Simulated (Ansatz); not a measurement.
AlCl2H (SMILES [Cl][AlH][Cl])

Input

```
crystal:
  periodic: [false, false, false]
  atoms:
    - {symbol: Al, position_ang: [0.078450, 0.935742, 2.376432]}
    - {symbol: Cl, position_ang: [-0.994982, 1.882698, 0.851585]}
    - {symbol: Cl, position_ang: [2.082547, 0.459840, 2.014145]}
    - {symbol: H, position_ang: [-0.597854, 0.593432, 3.747794]}
basis:
  gaussian: {orbitals: def2-TZVPD}
total_charge: 0
hamiltonian: {xc: pbe0}
output: {forces: true, orbitals: {seedname: orbitals}}
```

Launched as:

```sh
ansatz run input.yaml --threads 2 --pin off --max-ram 5220MiB --events-out events.jsonl --progress --plain --runs-dir runs
```

Geometry: PBE0-D4/def2-SVP.

The calculation used isolated molecule in a Gaussian basis; Kohn-Sham density functional theory, functional PBE0 in Ansatz.

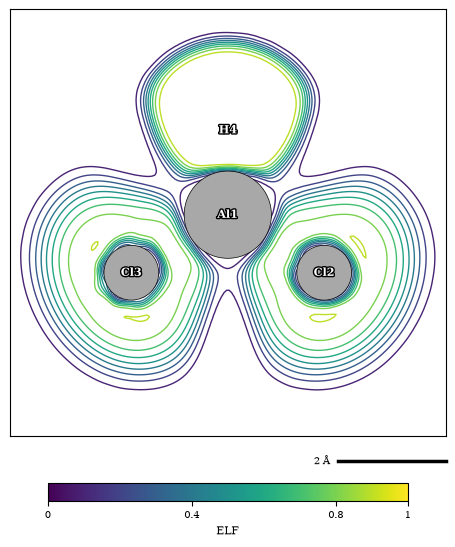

Figure 1. Electron localisation function on the molecular plane. Grey discs cover the atomic cores.

Q: Read the bonding off the picture.

A:
- Atoms in the plane: Al, Cl and H.
- Al–Cl (2.09 Å): the ELF peaks at about 0.85 in the valence shell of Cl, 0.9 Å from its nucleus, and is about 0.80 at the midpoint.
- Al–H (1.57 Å): the ELF climbs to about 1 towards the hydrogen.
- The ELF also peaks beside Cl3 and Cl2, away from the bonds: lone-pair regions.

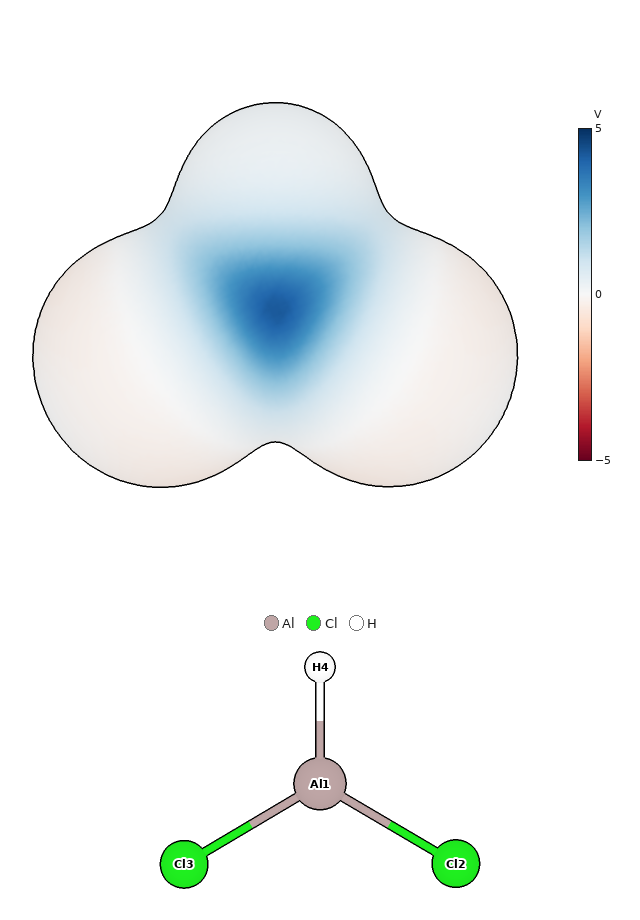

Figure 2. The molecular electrostatic potential painted on the density surface at 0.002 e/bohr³, seen at a tilt; red is negative and blue positive. The bare structure is drawn below in the same view.

Q: Describe the electrostatic potential map.

A: The most negative region (about −0.4 V, or −9 kcal/mol for a unit charge) lies over Cl2 and Cl3, the most positive (about +4.1 V, or +95 kcal/mol for a unit charge) over Al1.

Q: How polar is the molecule by this calculation?

A: Its dipole moment is 1.11 D.

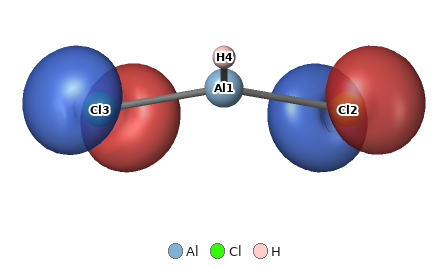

Figure 3. The HOMO−1 at ±0.2 Å⁻³ᐟ² (blue and red are the two phases), seen from one side.

Q: What is the character of this orbital?

A: It lies mainly on Cl2 (about 45 %) and Cl3 (about 45 %); it is symmetric in the molecular plane (an in-plane orbital: σ, lone-pair or in-plane π type); largely a combination of lone pairs on Cl2 and Cl3. Its energy is −9.38 eV.
